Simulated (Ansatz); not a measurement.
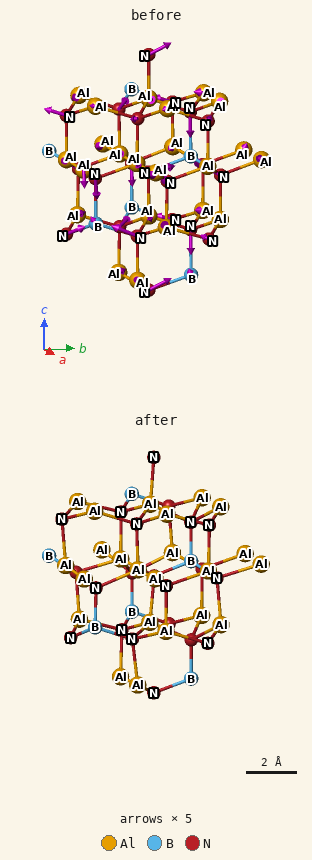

The structure of solid Al₃₉B₉N₄₈ (a generated structure) before (top) and after (bottom) a relaxation, at one scale. The purple arrows give the displacements (the part carried along by the change of the cell is left out), magnified 5 times.

Style: ball-and-stick. Shown: the atoms within 5.0 Å of the atom that moves most (axes of the cell of the calculation (origin shifted)), slightly off an axis.

These are results of DFT, PBEsol, PAW, plane waves in Ansatz, not measurements. (plane-wave cutoff 420 eV; k-point mesh 1 × 1 × 1; mesh shifted by (0.25, 0.25, 0.25); no spin polarisation; cell relaxed at fixed alpha, beta, gamma; force threshold 0.03 eV/Å; at most 80 steps)

Q: What changed between the two?

A: After 6 accepted moves (8 points after the start) the energy has fallen by 17.592 eV per cell of the calculation. The largest force component goes from 4.1 to 0.0018 eV/Å. Pressure: 7.64 GPa at the start and 0.00 GPa at the end. At 2 points the geometry stayed and the basis and grid were re-selected for the new cell (energy shift of 18.0 meV per cell of the calculation at most each time). The largest moves relative to the cell, 0.25 Å, are those of N atoms. By element the largest moves are N 0.25 Å, Al 0.15 Å, B 0.10 Å. Cell: a 9.015 → 9.047 Å (+0.4 %), b 10.410 → 10.439 Å (+0.3 %), c 9.671 → 9.663 Å (−0.1 %). Volume +0.6 %. Among the contacts that change: B–N 1.863 → 1.596 Å, B–N 1.856 → 1.611 Å, B–N 1.873 → 1.637 Å, B–N 1.818 → 1.592 Å. Bond angles that change, for instance: Al–N–Al 110.0° → 98.5°, Al–N–Al 112.3° → 101.7°, Al–N–Al 110.5° → 100.9°. The space group stays P1 (No. 1).
